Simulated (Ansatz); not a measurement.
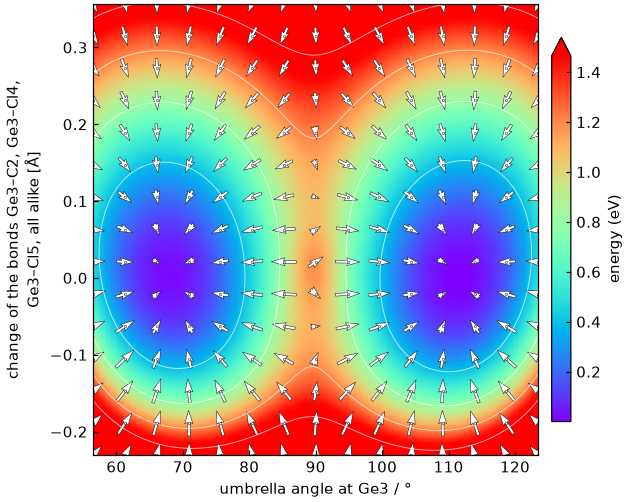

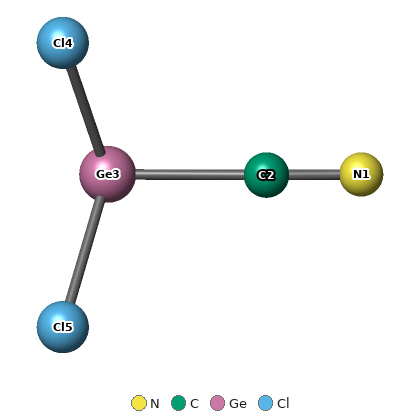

Energy landscape of CCl2GeN, SMILES N#[C][Ge]([Cl])[Cl], spin multiplicity 2. 
- Coordinates scanned: (1) umbrella angle at Ge3 (between each of its bonds and their common axis; 90 is planar); (2) change of the bonds Ge3–C2, Ge3–Cl4, Ge3–Cl5, all alike.
- Nothing is relaxed (all other coordinates rigid).
- The grid has 15 × 15 points.
- Points are written as (first, second).
- Energies: eV, counted from the relaxed molecule at the same level.
- Theory: Ansatz 0.2.0, UKS PBE-D4/def2-SVP.

The picture shows a smooth colour map with a few white contour lines, dots at the grid points, arrows along the force (downhill), their lengths compressed, one colour for all values above the top of the scale. Between grid points the surface is interpolated. The second picture is the structure at the lowest point.

Summarise what can be read from the map.

The lowest grid point is at (113.9°, 0.021 Å), 0.024 eV from the relaxed molecule at the same level. A higher local minimum lies near (66.1°, 0.021 Å) (0.012 eV above the lowest at that grid point). The highest grid point, (123.5°, −0.231 Å), lies 2.85 eV above the lowest. On the interpolated surface the easiest way out of the lowest well to the well at about (68°, 0.00 Å) passes a barrier of about 1.1 eV. Round the minimum the two coordinates are weakly coupled (coupling −0.10 in units of the two stiffnesses).

Grid values (eV):

| second ↓, first → | 56.5 | 61.3 | 66.1 | 70.9 | 75.6 | 80.4 | 85.2 | 90.0 | 94.8 | 99.6 | 104.4 | 109.1 | 113.9 | 118.7 | 123.5 |
| --- | --- | --- | --- | --- | --- | --- | --- | --- | --- | --- | --- | --- | --- | --- | --- |
| 0.357 | 1.71 | 1.62 | 1.59 | 1.62 | 1.69 | 1.79 | 1.90 | 1.94 | 1.89 | 1.78 | 1.68 | 1.61 | 1.59 | 1.62 | 1.71 |
| 0.315 | 1.47 | 1.36 | 1.32 | 1.35 | 1.43 | 1.55 | 1.67 | 1.72 | 1.66 | 1.53 | 1.41 | 1.34 | 1.32 | 1.36 | 1.47 |
| 0.273 | 1.24 | 1.11 | 1.06 | 1.09 | 1.18 | 1.32 | 1.46 | 1.52 | 1.45 | 1.30 | 1.16 | 1.08 | 1.06 | 1.11 | 1.25 |
| 0.231 | 1.03 | 0.87 | 0.81 | 0.84 | 0.94 | 1.11 | 1.28 | 1.36 | 1.26 | 1.08 | 0.92 | 0.83 | 0.81 | 0.88 | 1.04 |
| 0.189 | 0.84 | 0.66 | 0.59 | 0.62 | 0.73 | 0.91 | 1.12 | 1.22 | 1.09 | 0.88 | 0.71 | 0.60 | 0.58 | 0.66 | 0.85 |
| 0.147 | 0.68 | 0.47 | 0.39 | 0.41 | 0.54 | 0.75 | 1.00 | 1.12 | 0.96 | 0.71 | 0.51 | 0.40 | 0.38 | 0.47 | 0.69 |
| 0.105 | 0.56 | 0.32 | 0.22 | 0.25 | 0.38 | 0.62 | 0.91 | 1.08 | 0.86 | 0.57 | 0.35 | 0.23 | 0.21 | 0.32 | 0.57 |
| 0.063 | 0.48 | 0.21 | 0.10 | 0.12 | 0.27 | 0.52 | 0.87 | 1.09 | 0.80 | 0.47 | 0.23 | 0.10 | 0.09 | 0.21 | 0.49 |
| 0.021 | 0.48 | 0.17 | 0.04 | 0.06 | 0.20 | 0.47 | 0.86 | 1.18 | 0.78 | 0.41 | 0.16 | 0.03 | 0.02 | 0.17 | 0.49 |
| −0.021 | 0.55 | 0.20 | 0.05 | 0.06 | 0.20 | 0.48 | 0.87 | 1.15 | 0.78 | 0.41 | 0.15 | 0.03 | 0.03 | 0.20 | 0.56 |
| −0.063 | 0.72 | 0.32 | 0.14 | 0.14 | 0.28 | 0.55 | 0.91 | 1.11 | 0.83 | 0.48 | 0.23 | 0.11 | 0.13 | 0.32 | 0.73 |
| −0.105 | 1.01 | 0.56 | 0.35 | 0.33 | 0.45 | 0.71 | 1.02 | 1.17 | 0.95 | 0.63 | 0.40 | 0.29 | 0.33 | 0.56 | 1.02 |
| −0.147 | 1.44 | 0.93 | 0.69 | 0.64 | 0.75 | 0.97 | 1.24 | 1.35 | 1.18 | 0.90 | 0.69 | 0.60 | 0.67 | 0.93 | 1.45 |
| −0.189 | 2.04 | 1.47 | 1.19 | 1.11 | 1.19 | 1.38 | 1.59 | 1.68 | 1.54 | 1.31 | 1.13 | 1.07 | 1.17 | 1.48 | 2.06 |
| −0.231 | 2.86 | 2.21 | 1.88 | 1.76 | 1.80 | 1.96 | 2.13 | 2.19 | 2.08 | 1.89 | 1.75 | 1.72 | 1.86 | 2.22 | 2.87 |

Each point was launched as `ansatz run input.yaml --threads 1 --pin off --max-ram 2560MiB --backend cpu --events-out ev --progress --plain --runs-dir out`. Time for the 225 points that were run: 14 min on 1 thread of Intel(R) Xeon(R) 6975P-C (Granite Rapids), with other jobs on the host.
